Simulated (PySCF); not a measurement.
## A study: B2H8NP, SMILES `[BH2-]1[NH2+][BH2-][PH2+]1`

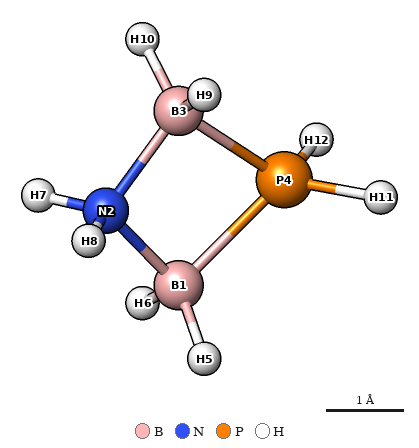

The molecule, with its atoms numbered as below. No frequency check shows the geometry to be a minimum.

Cartesian coordinates (Å):

```
B1       0.4133   -1.2344   -0.0004
N2       1.4468   -0.0000    0.0005
B3       0.4133    1.2344   -0.0002
P4      -1.0876    0.0000    0.0001
H5       0.4887   -1.8686   -1.0003
H6       0.4888   -1.8688    0.9994
H7       2.0501   -0.0001    0.8134
H8       2.0500    0.0002   -0.8143
H9       0.4888    1.8688   -1.0000
H10      0.4888    1.8687    0.9996
H11     -2.0011    0.0007   -1.0401
H12     -2.0009   -0.0008    1.0399
```

## 1. Bonding charge

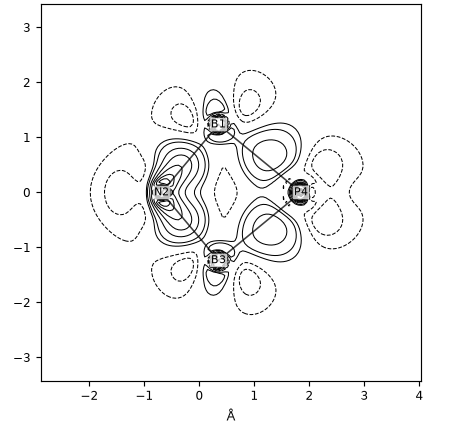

Deformation density (molecule less spherical, spin-averaged free atoms) in the plane of B1, N2, B3 and P4; contours at ±0.05 to ±0.8 e/Å³; solid lines: gain, dashed lines: loss.

Level of theory: TPSS/6-31G* (PySCF), at a geometry from GFN2-xTB.

How much density has each bond in this plane gained at its critical point, relative to the free atoms?

Answer. B3–P4 and B1–P4: +0.11 e/Å³ at the bond critical point (bond length 1.94 Å, Mayer order 0.9). B1–N2 and N2–B3: +0.06 e/Å³ at the bond critical point (bond length 1.61 Å, Mayer order 0.7); up to 0.6 Å beside the axis the gain reaches +0.40 e/Å³. In all, 2.3 electrons gather in the regions of gain relative to the promolecule. A small or negative value marks a very polar bond, one between electron-rich atoms, whose free-atom densities already overlap strongly, a long bond to a heavier atom, or a closed-shell contact such as a hydrogen bond.

Where do the Hirshfeld charges lie?

Answer. The highest Hirshfeld charge is on P4 (+0.20 e), the lowest on H5, H6, H9 and H10 (−0.08 e).

## 2. Local ionisation energy

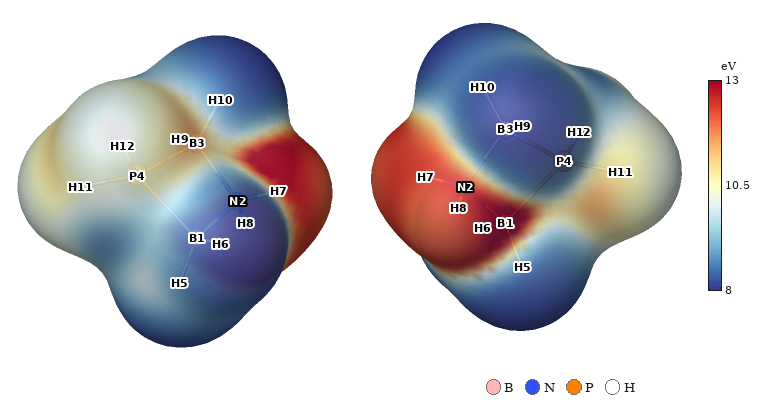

Average local ionisation energy on the surface of electron density 0.001 a.u. (back view left, front view right).

Locate the minima of the map.

Answer. The lowest value is 8.1 eV, 1.5 Å from H6, and at like points elsewhere. Further minima include 8.6 eV, near H12 (2.16 Å), P4 (2.18 Å) and H11 (2.31 Å), and at like points elsewhere. For comparison, the highest occupied orbital lies at −6.1 eV.

## 3. Excited states

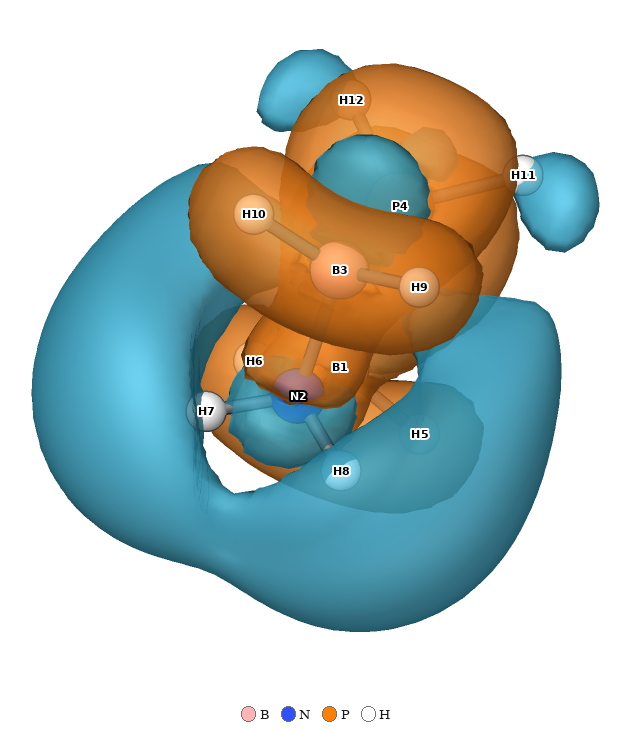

Unrelaxed difference density of S₁ less the ground state (TDA singlet states), ±0.006 e/Å³; light blue: gain, orange: loss.

Method: CAM-B3LYP/6-311+G**; geometry: GFN2-xTB; program: PySCF.

How does the charge move on excitation?

Answer. 0.82 e is displaced in all, largely into diffuse regions outside the molecule. The state: 6.35 eV (195 nm), f = 0.013, σ or n → diffuse (Rydberg-like) orbital; the leading pair carries 99 %; hole on P4 (36 %), B1 and B3 (16 % each) and N2 (6 %), electron on B1 and B3 (14 % each), H7 and H8 (14 % each) and P4 (11 %) (atom shares of so diffuse an orbital are rough); their centroids lie 1.4 Å apart.

## 4. Magnetic shielding

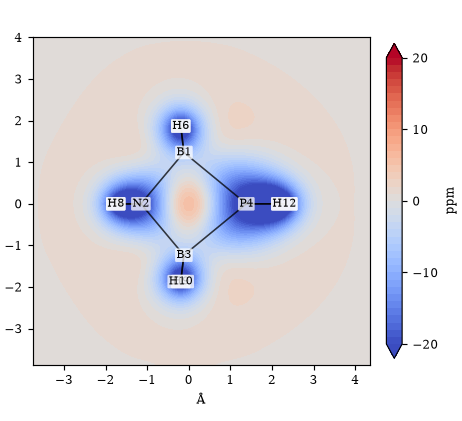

NICSzz (the component normal to the ring) 1.0 Å above the plane of the 4-membered ring B1/N2/B3/P4; GIAO shieldings; atoms are projected onto the map; negative values mean shielding.

Level of theory: B3LYP/6-31G* (PySCF), at a geometry from GFN2-xTB.

Classify the ring and give its NICS values.

Answer. It is neither clearly shielded nor deshielded above its centre; its σ bonds alone give such values, so they don't measure π aromaticity: NICS(0) = 0.0, NICS(1) = −0.1, NICS(1)zz = +5.6 ppm.

What absolute proton shieldings does the same calculation give?

Answer. From 29.0 ppm (H5, H6, H9 and H10) to 31.0 ppm (H7 and H8).

The PySCF runs shown took 11 s, 3.5 min and 11 s on 1 thread of AMD EPYC 9R14 (Zen 4) (shared host).
